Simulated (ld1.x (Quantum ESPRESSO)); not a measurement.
Ld1.x (Quantum ESPRESSO) 7.5 input:

```
&input
   title='P', zed=15., rel=1, dft='PBE', iswitch=3,
   config='[Ne] 3s2 3p3 3d-2'
 /
 &inputp
   pseudotype=1, tm=.true., lloc=0,
   nlcc=.true.
 /
3
3P  2  1   3.00   0.00  1.70  1.70  0.0
3D  3  2  -2.00   0.40  1.65  1.65  0.0
3S  1  0   2.00   0.00  1.60  1.60  0.0
 &test
   configts(1)='3s2 3p3'
 /
```

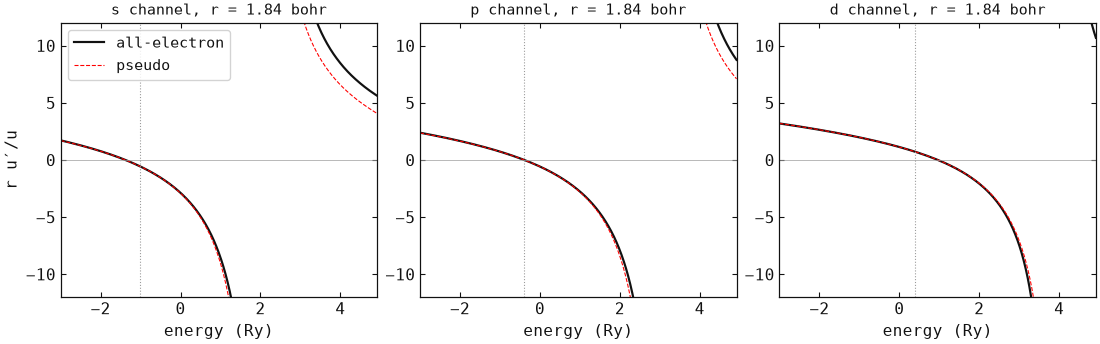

Logarithmic derivatives r u′/u at the test radius against energy, all-electron atom (solid) and pseudo-atom (dashed). Here u = r R(r). The dotted line marks the reference energy of the channel.

Question: What does the plot say about ghosts?

Answer: The plot shows none: pseudo and all-electron curves have the same branches in all channels drawn. The separate test gives: no ghost state below the valence levels in the p, d, s channels.

Question: Where do the curves cross zero?

Answer: s: all-electron -1.4 Ry, pseudo -1.4 Ry; p: all-electron -0.4 Ry, pseudo -0.4 Ry; d: all-electron 1.0 Ry, pseudo 1.0 Ry.
